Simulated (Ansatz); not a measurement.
**CH₈O₂Si₂: basis-set convergence**

Aim: see how fast density functionals converge with the basis set for CH₈O₂Si₂.

Program: Ansatz 0.2.0, Gaussian basis. Level of theory: one geometry, several basis sets. These are calculated values, not measurements.

The runs, in order: PBE0-D4/def2-SVP; ωB97M-V/def2-SVP; PBE0-D4/def2-QZVPP; ωB97M-V/def2-QZVPP; the functionals' def2-TZVPP values are taken from earlier runs.

## Step 1: The geometry

An earlier PBE0-D4 in a triple-zeta def2 set relaxation fixed the geometry.

SMILES `C[Si](O)(O)[SiH3]`, 13 atoms, charge 0, spin multiplicity 1.

Atoms are counted from 1 here; the program's logs count them from 0.

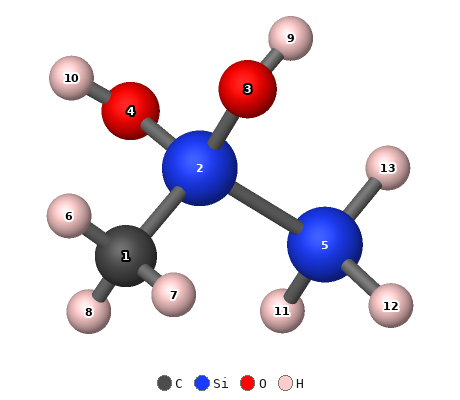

The structure; carbon dark grey, silicon blue, oxygen red, hydrogen pink; atoms are numbered from 1 in the order of the file.

## Step 2: PBE0-D4 in def2-SVP

Input file in.yaml:

```yaml
crystal:
  periodic: [false, false, false]
  atoms:
    - {symbol: C, position_ang: [-1.561727, 0.837142, 0.349494]}
    - {symbol: Si, position_ang: [0.227209, 0.363195, 0.191500]}
    - {symbol: O, position_ang: [0.793613, 0.372044, 1.743661]}
    - {symbol: O, position_ang: [1.065160, 1.413241, -0.768198]}
    - {symbol: Si, position_ang: [0.583955, -1.720290, -0.829146]}
    - {symbol: H, position_ang: [-1.657793, 1.814781, 0.831402]}
    - {symbol: H, position_ang: [-2.101479, 0.110399, 0.961055]}
    - {symbol: H, position_ang: [-2.041627, 0.887781, -0.630422]}
    - {symbol: H, position_ang: [1.709517, 0.121367, 1.874723]}
    - {symbol: H, position_ang: [1.004651, 2.348537, -0.562878]}
    - {symbol: H, position_ang: [0.161639, -1.712331, -2.256413]}
    - {symbol: H, position_ang: [-0.189012, -2.780047, -0.122349]}
    - {symbol: H, position_ang: [2.026394, -2.090621, -0.767528]}
basis:
  gaussian: {orbitals: def2-SVP}
hamiltonian: {xc: pbe0, dispersion: d4}
output: {orbitals: {seedname: orbitals}}
```

Command:

```sh
$ ansatz run in.yaml --threads 4 --pin off --events-out ev --progress --plain --max-ram 10444MiB
```

Output:

```text
Functional definition: PBE0
  name "PBE0"
  cite "Adamo & Barone, J. Chem. Phys. 110, 6158 (1999) doi:10.1063/1.478522"
  cite "Perdew, Burke & Ernzerhof, Phys. Rev. Lett. 77, 3865 (1996) doi:10.1103/PhysRevLett.77.3865"
  parent pbe
  parameter a = 0.25
  parameter kappa = 0.804
  parameter beta = 0.06672455060314922
  exchange = (1 - a)*pbe_x(kappa = kappa, mu = beta*pi^2/3) + a*exact_x
  correlation = pbe_c(beta = beta)
1300 factors; their error is unknown
mean field evaluation 1: about -20988.2062 eV, gradient 7.1e1 eV
mean field evaluation 2: about -20980.8954 eV, gradient 9.4e1 eV
mean field evaluation 4: about -20997.8154 eV, gradient 2.9e0 eV
mean field evaluation 8: about -20997.8354 eV, gradient 5.9e-2 eV
mean field evaluation 16: about -20997.9377 eV, gradient 4.0e-5 eV
mean field -20997.93768313 eV, -771.6599769416 hartree, gradient 4.0e-5 eV, S^2 0.000000; 0 other end points of the search recorded, 0 dependent functions left out
reference -20997.93771303 eV, -771.6599780404 hartree; 29, 29 occupied and 89, 89 virtual orbitals, 1300 factors
Total energy: -20998.18545394 eV, -771.6690823511 hartree
```

It took 1 s on 4 threads of Intel Xeon Platinum 8488C, shared host.

## Step 3: ωB97M-V in def2-SVP

in.yaml: that of step 2 with these lines changed.

```diff
@@ -18,3 +18,3 @@
   gaussian: {orbitals: def2-SVP}
-hamiltonian: {xc: pbe0, dispersion: d4}
+hamiltonian: {xc: {name: wB97M-V}}
 output: {orbitals: {seedname: orbitals}}
```

Launched as before.

Output, shortened:

```text
Functional definition: wB97M-V
  name "wB97M-V"
  cite "Mardirossian & Head-Gordon, J. Chem. Phys. 144, 214110 (2016) doi:10.1063/1.4952647"
  cite "Becke, J. Chem. Phys. 107, 8554 (1997) doi:10.1063/1.475007"
  cite "Vydrov & Van Voorhis, J. Chem. Phys. 133, 244103 (2010) doi:10.1063/1.3521275"
  # Of w^i u^j: cxij and so on, Table III.
[...]
  gx(w, u) = 1 - cx + cx01*u + cx10*w
  gss(w, u) = css00 + css04*u^4 + css10*w + css20*w^2 + css43*w^4*u^3
  gos(w, u) = cos00 + cos10*w + (cos20 + cos21*u)*w^2 + (cos60 + cos61*u)*w^6
[...]
      + integral(e_c_pw_mod_opposite_spin*gos(b97_w_opposite, b97_u_opposite)) + vv10(b, c)
1300 factors; their error is unknown
378 factors; integrals over basis functions are off by at most 7.0e-6 eV
[...]
mean field -21006.88404966 eV, -771.9887498475 hartree, gradient 1.8e-5 eV, S^2 0.000000; 0 other end points of the search recorded, 0 dependent functions left out
reference -21006.88409722 eV, -771.9887515954 hartree; 29, 29 occupied and 89, 89 virtual orbitals, 1300 factors
Total energy: -21006.88409722 eV, -771.9887515954 hartree
```

Wall time 3.1 s (4 threads of Intel Xeon Platinum 8488C, shared host).

## Step 4: PBE0-D4 in def2-QZVPP

in.yaml: that of step 3 with these lines changed.

```diff
@@ -17,4 +17,4 @@
 basis:
-  gaussian: {orbitals: def2-SVP}
-hamiltonian: {xc: {name: wB97M-V}}
+  gaussian: {orbitals: "def2-QZVPP.json"}
+hamiltonian: {xc: pbe0, dispersion: d4}
 output: {orbitals: {seedname: orbitals}}
```

Launched as before.

Output:

```text
Functional definition: PBE0
  name "PBE0"
  cite "Adamo & Barone, J. Chem. Phys. 110, 6158 (1999) doi:10.1063/1.478522"
  cite "Perdew, Burke & Ernzerhof, Phys. Rev. Lett. 77, 3865 (1996) doi:10.1103/PhysRevLett.77.3865"
  parent pbe
  parameter a = 0.25
  parameter kappa = 0.804
  parameter beta = 0.06672455060314922
  exchange = (1 - a)*pbe_x(kappa = kappa, mu = beta*pi^2/3) + a*exact_x
  correlation = pbe_c(beta = beta)
1797 factors; their error is unknown
mean field evaluation 1: about -20998.4847 eV, gradient 8.5e1 eV
mean field evaluation 2: about -20985.3815 eV, gradient 1.2e2 eV
mean field evaluation 4: about -21010.9937 eV, gradient 5.3e0 eV
mean field evaluation 8: about -21011.0517 eV, gradient 2.0e-1 eV
mean field evaluation 16: about -21011.0629 eV, gradient 8.2e-5 eV
mean field -21011.06293217 eV, -772.1423209472 hartree, gradient 8.2e-5 eV, S^2 0.000000; 0 other end points of the search recorded, 0 dependent functions left out
reference -21011.06297981 eV, -772.1423226982 hartree; 29, 29 occupied and 522, 522 virtual orbitals, 1797 factors
Total energy: -21011.31072073 eV, -772.1514270089 hartree
```

Run time: 8.5 s. Hardware: 4 threads of Intel Xeon Platinum 8488C, shared host; peak memory 2.4 GiB.

## Step 5: ωB97M-V in def2-QZVPP

in.yaml: that of step 4 with these lines changed.

```diff
@@ -18,3 +18,3 @@
   gaussian: {orbitals: "def2-QZVPP.json"}
-hamiltonian: {xc: pbe0, dispersion: d4}
+hamiltonian: {xc: {name: wB97M-V}}
 output: {orbitals: {seedname: orbitals}}
```

Launched as before.

Output, shortened:

```text
Functional definition: wB97M-V
  name "wB97M-V"
  cite "Mardirossian & Head-Gordon, J. Chem. Phys. 144, 214110 (2016) doi:10.1063/1.4952647"
  cite "Becke, J. Chem. Phys. 107, 8554 (1997) doi:10.1063/1.475007"
  cite "Vydrov & Van Voorhis, J. Chem. Phys. 133, 244103 (2010) doi:10.1063/1.3521275"
  # Of w^i u^j: cxij and so on, Table III.
[...]
  gx(w, u) = 1 - cx + cx01*u + cx10*w
  gss(w, u) = css00 + css04*u^4 + css10*w + css20*w^2 + css43*w^4*u^3
  gos(w, u) = cos00 + cos10*w + (cos20 + cos21*u)*w^2 + (cos60 + cos61*u)*w^6
[...]
      + integral(e_c_pw_mod_opposite_spin*gos(b97_w_opposite, b97_u_opposite)) + vv10(b, c)
1757 factors; their error is unknown
457 factors; integrals over basis functions are off by at most 8.8e-6 eV
[...]
mean field -21020.20196957 eV, -772.4781743772 hartree, gradient 3.4e-5 eV, S^2 0.000000; 0 other end points of the search recorded, 0 dependent functions left out
reference -21020.20204451 eV, -772.4781771310 hartree; 29, 29 occupied and 522, 522 virtual orbitals, 1757 factors
Total energy: -21020.20204451 eV, -772.4781771310 hartree
```

It took 18 s on 4 threads of Intel Xeon Platinum 8488C, shared host; peak memory 2.8 GiB.

## Step 6: Density functionals: the series

The def2-TZVPP values come from earlier runs at the same geometry.

```
functional       basis  functions  energy (eV)  from the largest (eV)  HOMO (eV)  LUMO (eV)
   PBE0-D4    def2-SVP        118  -20998.1855                 13.125      -7.58       0.62
   PBE0-D4  def2-TZVPP        289  -21010.4578                  0.853      -7.67       0.22
   PBE0-D4  def2-QZVPP        551  -21011.3107                  0.000      -7.70       0.03
   ωB97M-V    def2-SVP        118  -21006.8841                 13.318      -9.63       2.47
   ωB97M-V  def2-TZVPP        289  -21019.3957                  0.806      -9.75       1.85
   ωB97M-V  def2-QZVPP        551  -21020.2020                  0.000      -9.77       1.30
```

## Step 7: Summary of results

```
                                       quantity           value
PBE0-D4: double and triple zeta above quadruple  13.13, 0.85 eV
ωB97M-V: double and triple zeta above quadruple  13.32, 0.81 eV
```

What this shows: PBE0-D4 gains 12.27 eV from double to triple zeta, then 0.85 eV more. Total energies overstate the basis error of differences, where much of it tends to cancel. The LUMO of ωB97M-V is positive and keeps falling with the basis (2.47 to 1.30 eV): an unbound level that the basis holds in place.

For PBE0-D4 the largest set took about 9 times as long as the smallest (8.5 s against 1 s).
